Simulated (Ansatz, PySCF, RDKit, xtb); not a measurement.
# Solving BSO, step by step

Only the formula BSO is given (odd number of electrons). Aim: find the structure of lowest free energy at 298.15 K, then its properties.

The funnel: GFN2-xTB relaxations, single points with a density functional, relaxations at B3LYP-D3(BJ)/def2-SVP, harmonic vibrations, and a last energy at a higher level. All values are calculated.

6 further runs of the same task are left out: 6 set aside as unsound or not needed.

### Step 1. Drawing up candidates

All bonding patterns within simple valence rules are listed by program: one Lewis structure each, at most two rings and one unusual centre or charged pair. O–O, O–halogen and N–halogen bonds and N–N–N chains are not drawn. That gives 4 candidates.

```tsv
label	SMILES	spin
c159	O=B[S]	doublet
c618	[B]1OS1	doublet
c941	[B]=[O+][S-]	doublet
c963	[B]=S=O	doublet
```

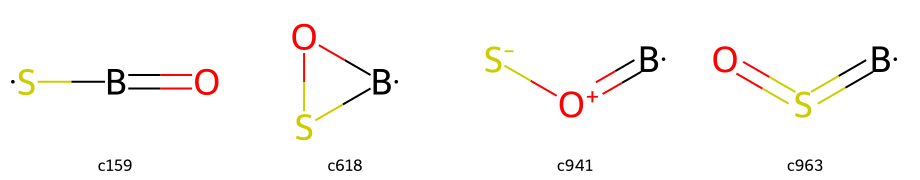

Structural formulas of the candidates.

Candidates are built by distance geometry, with a force field where one applies, in up to four conformers (letters a to d). 2 starts with atoms placed at random are added, to find patterns that the rules miss.

### Step 2. Cheap relaxation of all starts

All 10 starts are relaxed the same way. One of them, c963b (enumerated, embedded by distance geometry and UFF), in full:

Input file start.xyz:

```xyz
3
c963b
B     -3.450473     0.652056     1.384969
O     -2.065099     1.036524    -1.120307
S     -2.850295     0.788965     0.175136
```

The run is started by

```console
xtb start.xyz --gfn 2 --opt --uhf 1
```

The log of the run, cut to the lines that bear on the results:

```text
* xtb version 6.7.1
[...]
          :  # basis functions                  18          :
[...]
          :  # electrons                        15          :
[...]
          :  Hamiltonian                  GFN2-xTB          :
[...]
          :  net charge                          0          :
          :  unpaired electrons                  1          :
[...]
   *** convergence criteria satisfied after 15 iterations ***
[...]
   *** GEOMETRY OPTIMIZATION CONVERGED AFTER 16 ITERATIONS ***
[...]
   *** convergence criteria satisfied after 3 iterations ***
[...]
         ::                     SUMMARY                     ::
         :::::::::::::::::::::::::::::::::::::::::::::::::::::
         :: total energy              -8.361066383236 Eh    ::
         :: gradient norm              0.000128622028 Eh/a0 ::
         :: HOMO-LUMO gap              1.196545485327 eV    ::
         ::.................................................::
         :: SCC energy                -8.398898315611 Eh    ::
         :: -> isotropic ES            0.036317385160 Eh    ::
         :: -> anisotropic ES         -0.001922119735 Eh    ::
         :: -> anisotropic XC         -0.002150285546 Eh    ::
         :: -> dispersion             -0.001438904664 Eh    ::
         :: repulsion energy           0.037831932376 Eh    ::
         :: add. restraining           0.000000000000 Eh    ::
         :: total charge               0.000000000000 e     ::
         :::::::::::::::::::::::::::::::::::::::::::::::::::::
[...]
         8        1.0001           -0.3792228             -10.3192 (HOMO)
         9                         -0.3352506              -9.1226 (LUMO)
[...]
     #   Z          covCN         q      C6AA      α(0)
     1   5          0.903     0.215    56.463    15.807
     2   8          0.859    -0.408    21.849     6.267
     3  16          1.762     0.193   133.382    19.439
[...]
     #   Z sym  total        # sym  WBO       # sym  WBO       # sym  WBO
 ---------------------------------------------------------------------------
     1   5      2.214 --     3      1.790     2      0.424
     2   8      2.040 --     3      1.616     1      0.424
     3  16      3.406 --     1      1.790     2      1.616
 ---------------------------------------------------------------------------
[...]
molecular dipole:
                 x           y           z       tot (Debye)
 q only:       -0.923      -0.380       1.152
   full:       -0.771      -0.366       0.757       2.900
molecular quadrupole (traceless):
[...]
          | TOTAL ENERGY               -8.361066383236 Eh   |
          | GRADIENT NORM               0.000128622028 Eh/α |
          | HOMO-LUMO GAP               1.196545485327 eV   |
           -------------------------------------------------
[...]
```

Wall time 0.058 s (1 thread of Arm Neoverse N1, shared host).

### Step 3. Distinct minima at GFN2-xTB

10 of the 10 relaxations converged; 7 ended on a minimum already found. 3 distinct structures remain:

```tsv
label	start	SMILES after	spin	energy (kcal/mol)
c710	random and drawn	O=B[S]	doublet	0.0
c941a	drawn	[B]=[O+][S-]	doublet	69.1
c963b	drawn	[B]=S=O	doublet	131.4
```

GFN2-xTB has no spin polarisation, so it can't rank spin states and is rough for open shells.

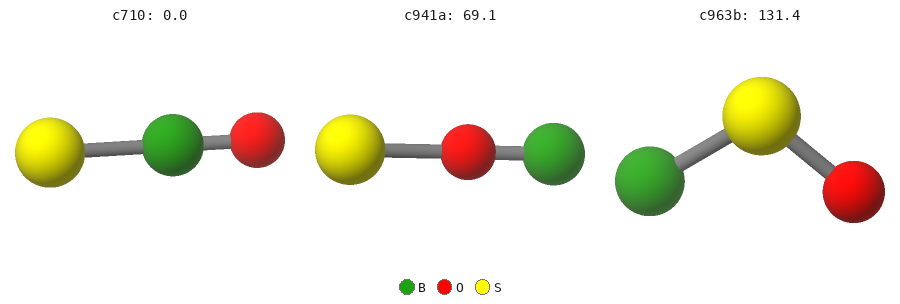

The 3 lowest minima that did not fall apart, with their GFN2-xTB energies in kcal/mol.

### Step 4. Single points on the low minima

A choice of the minima (the low ones first, few conformers of a pattern, up to a cap) and the lowest that fell apart get a single point at r2SCAN-D4/def2-SVP on the tight-binding geometry, and one at HF/STO-3G for comparison. The first, c710:

Input file input.yaml:

```yaml
crystal:
  periodic: [false, false, false]
  atoms:
    - symbol: B
      position_ang: [-0.077259, -0.670975, -0.025264]
    - symbol: O
      position_ang: [0.568676, -1.101157, -0.932263]
    - symbol: S
      position_ang: [-1.016266, -0.044637, 1.292877]
basis:
  gaussian:
    orbitals: def2-SVP
scf:
  lower_state_search: "off"
hamiltonian:
  xc: {name: r2SCAN}
  dispersion: d4
output:
  orbitals: {seedname: orbitals}
magnetization:
  spin_polarized: true
  initial_magnetization: 1
```

The run is started by

```console
ansatz run input.yaml --threads 1 --pin off --max-ram 2610MiB --events-out events.jsonl --progress --plain --runs-dir runs
```

The log of the run, cut to the lines that bear on the results:

```text
Warning: RAYON_NUM_THREADS=1 ignored (pool sized by the plan → 1); use --threads N
Functional definition: r2SCAN
  name "r2SCAN"
[...]
502 factors; their error is unknown
[...]
mean field -13551.53968548 eV, -498.0098978781 hartree, gradient 2.0e-6 eV, S^2 0.759697; 0 other end points of the search recorded, 0 dependent functions left out
reference -13551.53969281 eV, -498.0098981473 hartree; 15, 14 occupied and 31, 32 virtual orbitals, 502 factors
Total energy: -13551.55068930 eV, -498.0103022608 hartree
Checks for a lower state left out: stability, starts, cluster_reference, orbital_swaps, neighbouring_geometries, increment
```

It took 2.8 s on 1 thread of Arm Neoverse N1, shared host.

Relative energies in kcal/mol, each column from its lowest structure that stays in one piece:

```tsv
label	SMILES	spin	GFN2-xTB	HF/STO-3G	r2SCAN-D4/def2-SVP
c710	O=B[S]	doublet	0.0	0.0	0.0
c941a	[B]=[O+][S-]	doublet	69.1	99.7	99.5
c963b	[B]=S=O	doublet	131.4	163.9	138.6
```

### Step 5. Third filter: density-functional geometries

3 candidates are relaxed at B3LYP-D3(BJ)/def2-SVP (chosen among the lowest in one piece). The first, c710:

Input file input.yaml:

```yaml
basis:
  gaussian:
    orbitals: def2-SVP
crystal:
  periodic: [false, false, false]
  atoms:
    - symbol: B
      position_ang: [-0.077259, -0.670975, -0.025264]
    - symbol: O
      position_ang: [0.568676, -1.101157, -0.932263]
    - symbol: S
      position_ang: [-1.016266, -0.044637, 1.292877]
magnetization:
  spin_polarized: true
  initial_magnetization: 1
hamiltonian:
  xc: {name: B3LYP}
  dispersion: d3bj
relax:
  f_tol: 0.003
```

The run is started by

```console
ansatz run input.yaml --threads 1 --pin off --max-ram 2610MiB --events-out events.jsonl --progress --plain --runs-dir runs
```

The log of the run, cut to the lines that bear on the results:

```text
Warning: RAYON_NUM_THREADS=1 ignored (pool sized by the plan → 1); use --threads N
[...]
Functional definition: B3LYP
  name "B3LYP"
[...]
471 factors; integrals over basis functions are off by at most 2.4e-4 eV
[...]
mean field -13554.24542322 eV, -498.1093319058 hartree, gradient 6.8e-11 eV, S^2 0.756849; 3 other end points of the search recorded, 0 dependent functions left out
[...]
reference -13554.24558804 eV, -498.1093379627 hartree; 15, 14 occupied and 31, 32 virtual orbitals, 471 factors
relax step   1: F+E_penalty+E_count = -13554.33768245 eV  Δ(F+E_penalty+E_count) = +0.000e0 eV  max|allowed force component| = 1.559e0 eV/Å  Δτ_max = 0.0000 Å  (406 SCF iters, accepted)
[...]
relax step   4: F+E_penalty+E_count = -13554.36232778 eV  Δ(F+E_penalty+E_count) = -1.233e-5 eV  max|allowed force component| = 3.120e-3 eV/Å  Δτ_max = 0.0006 Å  (271 SCF iters, accepted)
[...]
relax step   5: F+E_penalty+E_count = -13554.36232795 eV  Δ(F+E_penalty+E_count) = -1.719e-7 eV  max|allowed force component| = 5.052e-5 eV/Å  Δτ_max = 0.0001 Å  (114 SCF iters, accepted)
471 factors; integrals over basis functions are off by at most 2.6e-4 eV
[...]
mean field -13554.27047070 eV, -498.1102523839 hartree, gradient 1.5e-9 eV, S^2 0.757819; 4 other end points of the search recorded, 0 dependent functions left out
[...]
reference -13554.27063591 eV, -498.1102584549 hartree; 15, 14 occupied and 31, 32 virtual orbitals, 471 factors
Total energy: -13554.36249315 eV, -498.1136341463 hartree
Atom 0 at    -0.079578    -0.669157    -0.022111 Å, force    -0.000014    -0.000051     0.000028 eV/Å
Atom 1 at     0.578688    -1.107991    -0.946259 Å, force     0.000010     0.000029    -0.000019 eV/Å
Atom 2 at    -1.023959    -0.039621     1.303720 Å, force     0.000004     0.000022    -0.000009 eV/Å
Dipole moment:    -0.246713     0.164471     0.346360 e Å
```

Run time: 2.1 min. Hardware: 1 thread of Arm Neoverse N1, shared host.

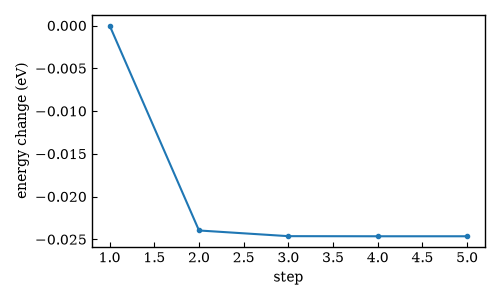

Energy along the run, all evaluated steps.

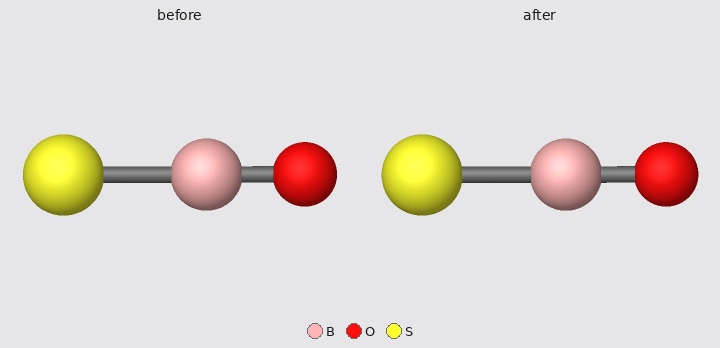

Before and after, at one scale.

After the run. Bond lengths: B1–O2 1.217 Å, B1–S3 1.745 Å. Angles: O2–B1–S3 180.0°.

### Step 6. After refinement

```tsv
label	spin	r2SCAN-D4/def2-SVP (kcal/mol)	B3LYP-D3(BJ)/def2-SVP, relaxed (kcal/mol)	time	note
c710	doublet	0.0	0.0	2.1 min	
c963b	doublet	138.6	0.0	2.2 min	same minimum as c710
c941a	doublet	99.5	91.0	2.4 min
```

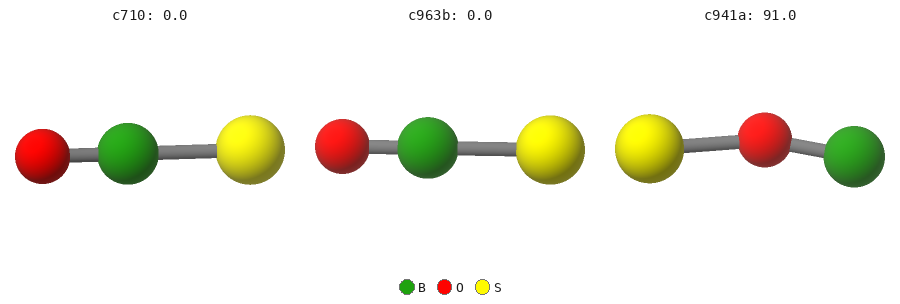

The relaxed structures, with energies at B3LYP-D3(BJ)/def2-SVP in kcal/mol.

### Step 7. Vibrations and thermal terms

The lowest few in one piece go on as finalists. Harmonic vibrations at B3LYP-D3(BJ)/def2-SVP test each finalist and give the zero-point energy and the thermal terms. The first, c710:

Input file input.yaml:

```yaml
crystal:
  periodic: [false, false, false]
  atoms:
    - symbol: B
      position_ang: [0.000000, 0.000000, -0.176251]
    - symbol: O
      position_ang: [0.000000, 0.000000, -1.392778]
    - symbol: S
      position_ang: [0.000000, 0.000000, 1.569028]
basis:
  gaussian:
    orbitals: def2-SVP
magnetization:
  spin_polarized: true
  initial_magnetization: 1
hamiltonian:
  xc: {name: B3LYP}
  dispersion: d3bj
scf:
  lower_state_search: "off"
phonons: {}
```

The run is started by

```console
ansatz run input.yaml --threads 1 --pin off --max-ram 2610MiB --events-out events.jsonl --progress --plain --runs-dir runs
```

The log of the run, cut to the lines that bear on the results:

```text
Warning: RAYON_NUM_THREADS=1 ignored (pool sized by the plan → 1); use --threads N
Functional definition: B3LYP
  name "B3LYP"
[...]
471 factors; integrals over basis functions are off by at most 2.8e-4 eV
[...]
mean field -13554.27047043 eV, -498.1102523739 hartree, gradient 3.3e-6 eV, S^2 0.757819; 0 other end points of the search recorded, 0 dependent functions left out
[...]
reference -13554.27063565 eV, -498.1102584456 hartree; 15, 14 occupied and 31, 32 virtual orbitals, 471 factors
[...]
471 factors; integrals over basis functions are off by at most 2.8e-4 eV
mean field -13554.27045574 eV, -498.1102518339 hartree, gradient 1.4e-6 eV, S^2 0.757819; 0 other end points of the search recorded, 0 dependent functions left out
[...]
reference -13554.27062096 eV, -498.1102579056 hartree; 15, 14 occupied and 31, 32 virtual orbitals, 471 factors
[...]
471 factors; integrals over basis functions are off by at most 2.8e-4 eV
[...]
reference -13554.27059616 eV, -498.1102569944 hartree; 15, 14 occupied and 31, 32 virtual orbitals, 471 factors
[...]
471 factors; integrals over basis functions are off by at most 2.8e-4 eV
mean field -13554.27036524 eV, -498.1102485082 hartree, gradient 1.8e-6 eV, S^2 0.757890; 0 other end points of the search recorded, 0 dependent functions left out
[...]
reference -13554.27053041 eV, -498.1102545779 hartree; 15, 14 occupied and 31, 32 virtual orbitals, 471 factors
Total energy: -13554.36249291 eV, -498.1136341377 hartree
Atom 0 at     0.000000     0.000000    -0.176251 Å, force    -0.000000     0.000000     0.000114 eV/Å
Atom 1 at     0.000000     0.000000    -1.392778 Å, force     0.000000    -0.000000    -0.000121 eV/Å
Atom 2 at     0.000000     0.000000     1.569028 Å, force     0.000000     0.000000     0.000007 eV/Å
Dipole moment:    -0.000000     0.000000     0.455941 e Å
Vibrations: 341.34 390.89 644.42 1865.16 cm⁻¹, zero-point energy 0.200967 eV
Checks for a lower state left out: stability, starts, cluster_reference, orbital_swaps, neighbouring_geometries, increment
```

It took 24 s on 1 thread of Arm Neoverse N1, shared host.

### Step 8. Zero-point energy and free-energy terms

At 298.15 K and 1 atm, ideal gas, rigid rotor and harmonic oscillator:

```tsv
label	SMILES	spin	point group	lowest mode (cm⁻¹)	zero-point (kcal/mol)	G − E (kcal/mol)
c710	O=B[S]	doublet	C∞v	341	4.6	-10.1
c941a	[B]=[O+][S-]	doublet	Cs	118	3.2	-12.6
```

### Step 9. Last filter: a higher level

Each finalist gets a single point at CCSD(T)/def2-TZVPP.

c710, CCSD(T)/def2-TZVPP:

Input file input.yaml:

```yaml
crystal:
  periodic: [false, false, false]
  atoms:
    - {symbol: B, position_ang: [0.000000, 0.000000, -0.176251]}
    - {symbol: O, position_ang: [0.000000, 0.000000, -1.392778]}
    - {symbol: S, position_ang: [0.000000, 0.000000, 1.569028]}
basis:
  gaussian:
    orbitals: def2-TZVPP
magnetization:
  spin_polarized: true
  initial_magnetization: 1
correlation:
  method: ccsd_t
  frozen_orbitals: {S: 5, B: 1, O: 1}
scf:
  omitted_lower_state_checks: [cluster_reference]
```

The run is started by

```console
ansatz run input.yaml --threads 1 --pin off --max-ram 2610MiB --events-out events.jsonl --progress --plain --runs-dir runs
```

The log of the run, cut to the lines that bear on the results:

```text
Warning: RAYON_NUM_THREADS=1 ignored (pool sized by the plan → 1); use --threads N
Functional definition: HF
  name "HF"
[...]
643 factors; integrals over basis functions are off by at most 1.3e-3 eV
[...]
mean field -13528.75449184 eV, -497.1725574559 hartree, gradient 1.7e-6 eV, S^2 0.775113; 5 other end points of the search recorded, 0 dependent functions left out
7 core orbitals not correlated: weight in the atoms' cores, before any rotation towards them, 1.000 or more for the frozen orbitals, at most 0.000 for the correlated occupied ones
reference -13528.75449184 eV, -497.1725574559 hartree; 8, 7 occupied and 89, 90 virtual orbitals, 643 factors
second order -12.52303509 eV of doubles, -0.00000000 eV of singles
cycle   1  -12.48834758 eV  change    3.5e-2 eV  update   1.1e-1
[...]
cycle  13  -13.00610660 eV  change   -6.9e-6 eV  update   6.4e-6
perturbative correction -0.63432220 eV, -0.0233109109 hartree
Total energy: -13542.39492064 eV, -497.6738339686 hartree
Checks for a lower state left out: cluster_reference
```

Wall time 20 s (1 thread of Arm Neoverse N1, shared host); peak memory 0.52 GiB.

### Step 10. c941a at CCSD(T)/def2-TZVPP

Input file input.yaml:

```yaml
crystal:
  periodic: [false, false, false]
  atoms:
    - {symbol: B, position_ang: [-3.492233, 2.165031, 0.196124]}
    - {symbol: O, position_ang: [-2.994231, 0.969272, 0.315375]}
    - {symbol: S, position_ang: [-2.127831, -0.417766, 0.025848]}
basis:
  gaussian:
    orbitals: def2-TZVPP
magnetization:
  spin_polarized: true
  initial_magnetization: 1
correlation:
  method: ccsd_t
  frozen_orbitals: {S: 5, B: 1, O: 1}
scf:
  omitted_lower_state_checks: [cluster_reference]
```

The run is started by

```console
ansatz run input.yaml --threads 1 --pin off --max-ram 2610MiB --events-out events.jsonl --progress --plain --runs-dir runs
```

The log of the run, cut to the lines that bear on the results:

```text
Warning: RAYON_NUM_THREADS=1 ignored (pool sized by the plan → 1); use --threads N
Functional definition: HF
  name "HF"
[...]
646 factors; integrals over basis functions are off by at most 1.2e-3 eV
[...]
mean field -13525.30056375 eV, -497.0456279397 hartree, gradient 1.9e-9 eV, S^2 0.766259; 12 other end points of the search recorded, 0 dependent functions left out
7 core orbitals not correlated: weight in the atoms' cores, before any rotation towards them, 1.000 or more for the frozen orbitals, at most 0.000 for the correlated occupied ones
reference -13525.30056375 eV, -497.0456279397 hartree; 8, 7 occupied and 89, 90 virtual orbitals, 646 factors
second order -11.94542514 eV of doubles, -0.00000000 eV of singles
cycle   1  -12.20264626 eV  change   -2.6e-1 eV  update   1.1e-1
[...]
cycle  12  -12.78593824 eV  change    5.2e-7 eV  update   1.0e-5
perturbative correction -0.58606060 eV, -0.0215373300 hartree
Total energy: -13538.67256260 eV, -497.5370398335 hartree
Checks for a lower state left out: cluster_reference
```

It took 31 s on 1 thread of Arm Neoverse N1, shared host; peak memory 0.52 GiB.

### Step 11. Free energies and the winner

Energies in kcal/mol from c710; G adds the thermal terms to the CCSD(T)/def2-TZVPP energy. The columns left of the relaxed level are at the tight-binding geometries.

```tsv
label	SMILES	spin	GFN2-xTB	HF/STO-3G	r2SCAN-D4/def2-SVP	B3LYP-D3(BJ)/def2-SVP	HF/def2-TZVPP	MP2/def2-TZVPP	CCSD(T)/def2-TZVPP	G	share at equilibrium	T1
c710	O=B[S]	doublet	0.0	0.0	0.0	0.0	0.0	0.0	0.0	0.0	100.0 %	0.023
c941a	[B]=[O+][S-]	doublet	69.1	99.7	99.5	91.0	79.6	93.0	85.8	83.3	< 0.1 %	0.022
```

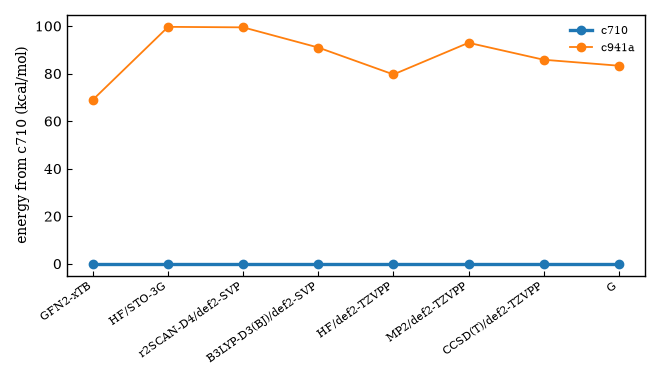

The finalists at each level, measured from c710.

Lowest found: c710, `O=B[S]`, a doublet of point group C∞v. Bond lengths: B1–O2 1.217 Å, B1–S3 1.745 Å. Angles: O2–B1–S3 180.0°.

```xyz
3

B     0.0000    0.0000   -0.1763
O     0.0000    0.0000   -1.3928
S     0.0000    0.0000    1.5690
```

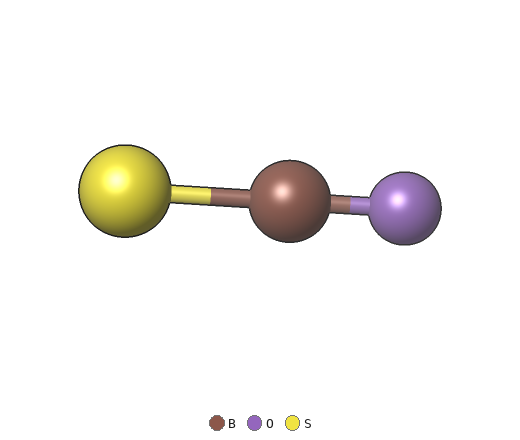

The lowest structure found, seen from a chosen angle (boron brown, oxygen purple, sulfur yellow).

### Step 12. Density, orbitals and dipole (PBE0/def2-TZVPD)

Input file input.yaml:

```yaml
crystal:
  periodic: [false, false, false]
  atoms:
    - {symbol: B, position_ang: [0.000000, 0.000000, -0.176251]}
    - {symbol: O, position_ang: [0.000000, 0.000000, -1.392778]}
    - {symbol: S, position_ang: [0.000000, 0.000000, 1.569028]}
basis:
  gaussian:
    orbitals: def2-TZVPD
magnetization:
  spin_polarized: true
  initial_magnetization: 1
hamiltonian:
  xc: pbe0
output:
  forces: true
  orbitals: {seedname: orbitals}
```

The run is started by

```console
ansatz run input.yaml --threads 1 --pin off --max-ram 2610MiB --events-out events.jsonl --progress --plain --runs-dir runs
```

The log of the run, cut to the lines that bear on the results:

```text
Warning: RAYON_NUM_THREADS=1 ignored (pool sized by the plan → 1); use --threads N
Functional definition: PBE0
  name "PBE0"
[...]
664 factors; their error is unknown
[...]
mean field -13553.61461583 eV, -498.0861501619 hartree, gradient 4.4e-5 eV, S^2 0.760719; 0 other end points of the search recorded, 0 dependent functions left out
[...]
reference -13553.61465774 eV, -498.0861517021 hartree; 15, 14 occupied and 108, 109 virtual orbitals, 664 factors
Total energy: -13553.61465774 eV, -498.0861517021 hartree
Atom 0 at     0.000000     0.000000    -0.176251 Å, force     0.000000     0.000000    -0.165536 eV/Å
Atom 1 at     0.000000     0.000000    -1.392778 Å, force    -0.000000    -0.000000     0.349030 eV/Å
Atom 2 at     0.000000     0.000000     1.569028 Å, force    -0.000000    -0.000000    -0.183494 eV/Å
Dipole moment:     0.000000     0.000000     0.539248 e Å
```

Run time: 7.5 s. Hardware: 1 thread of Arm Neoverse N1, shared host.

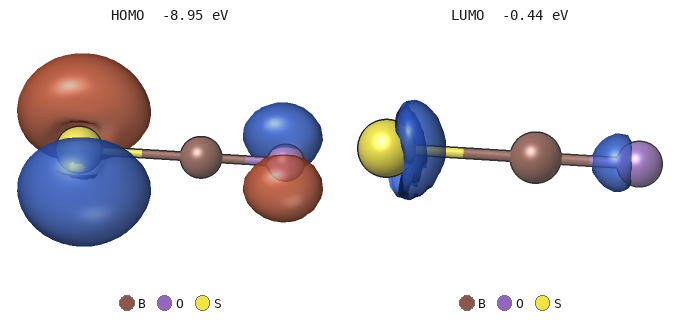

Frontier orbitals of this run (spin up), surfaces at ±0.2 Å^-3/2.

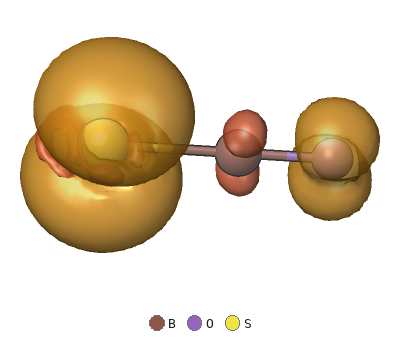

Spin density, surfaces at ±0.03 e/Å³.

(Part 1 of 2 ends here.)
